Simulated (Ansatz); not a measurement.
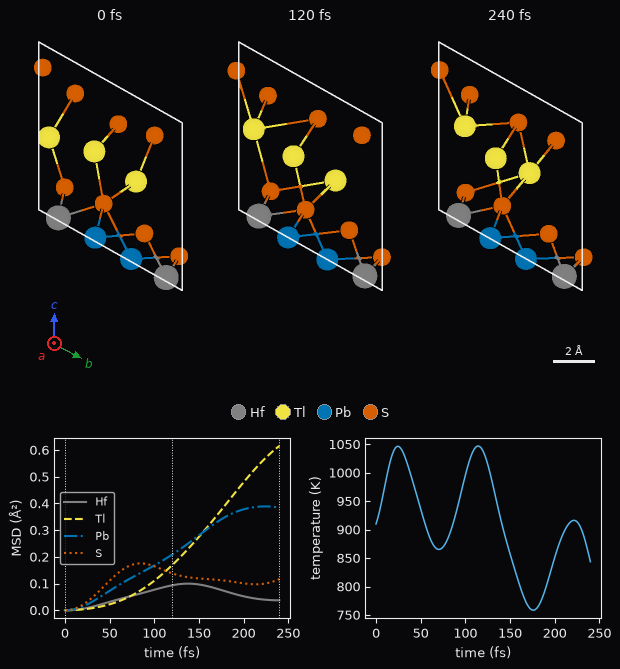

Molecular dynamics of HfTl$_{2}$PbS$_{4}$ with a Tl vacancy (15 atoms in the cell, charge -1), 240 fs long. It starts from the last geometry of an earlier run, with fresh velocities. Frames and the history of the run. The picture is a ball-and-stick view of the reduced simulation cell, seen along the a axis. Bonds to atoms that aren't drawn are left out. Lengths and directions refer to the drawn axes.

Theory: DFT PBE, scalar-relativistic, plane waves, PAW (Ansatz). Settings: plane-wave cutoff 420 eV; k-point mesh 2 × 2 × 2; Fermi-Dirac smearing 0.05 eV; constant energy (NVE); velocities drawn for 910 K; time step 2 fs.

The input:
```yaml
crystal:
  lattice:
    - [7.73475, -4.11275, 0.0]
    - [7.73475, 4.11275, 0.0]
    - [-2.213982, 0.0, 6.334541]
  atoms:
    - { symbol: Hf, position: [0.86582472, 0.1106934, 0.23880358] }
    - { symbol: Hf, position: [0.11998275, 0.86313828, 0.77791414] }
    - { symbol: Tl, position: [0.85374177, 0.61195283, 0.22963702] }
    - { symbol: Tl, position: [0.18452303, 0.32124582, 0.81930381] }
    - { symbol: Tl, position: [0.60640754, 0.92803497, 0.75413261] }
    - { symbol: Pb, position: [0.37196788, 0.60516594, 0.27171631] }
    - { symbol: Pb, position: [0.62865181, 0.35539745, 0.71000722] }
    - { symbol: S, position: [0.97669321, 0.1913022, -0.02970585] }
    - { symbol: S, position: [0.78570431, 0.02003796, 0.49957396] }
    - { symbol: S, position: [-0.03864018, 0.81896556, 0.9756485] }
    - { symbol: S, position: [0.16751976, 0.9715468, 0.49119257] }
    - { symbol: S, position: [0.77786032, 0.4446789, 0.44949552] }
    - { symbol: S, position: [0.52408736, 0.26273062, 0.03607652] }
    - { symbol: S, position: [0.19872327, 0.54734888, 0.54952714] }
    - { symbol: S, position: [0.43934154, 0.7453581, 0.96624239] }
total_charge: -1
basis:
  ecutwfc: 420.0
kpoints:
  mp_grid: { grid: [2, 2, 2] }
hamiltonian:
  xc: pbe
scf:
  occupations: { method: fermi_dirac, width: 0.05 }
  lower_state_search: "off"
md:
  timestep: 2
  n_steps: 120
  ensemble: nve
  temperature: 910.0
  initial_velocities: maxwell_boltzmann
  seed: 577005
```

Command:
```bash
ansatz run input.yaml --threads 2 --pin off --max-ram 5120MiB --backend cpu --events-out ev --progress --plain --runs-dir out
```

**What happens in this trajectory?**

The mean temperature in the second half is 867 K (standard deviation 74 K). The potential energy in the second half lies on average 5.1 meV per atom above the first frame. Root-mean-square distances from the starting positions over the second half, with the common drift of all atoms taken out: Tl 0.63 Å, Pb 0.57 Å, S 0.34 Å, Hf 0.26 Å. Against the typical shortest distance between atoms in the first frame, about 2.5 Å these are large excursions, but over 240 fs one can't yet tell strong vibration from the start of diffusion.

Limits of the set-up: the periodic images lie only 6.7 Å apart, so the values are limited by the cell's size; the cell is charged, on a uniform background, and energies carry no finite-size correction.
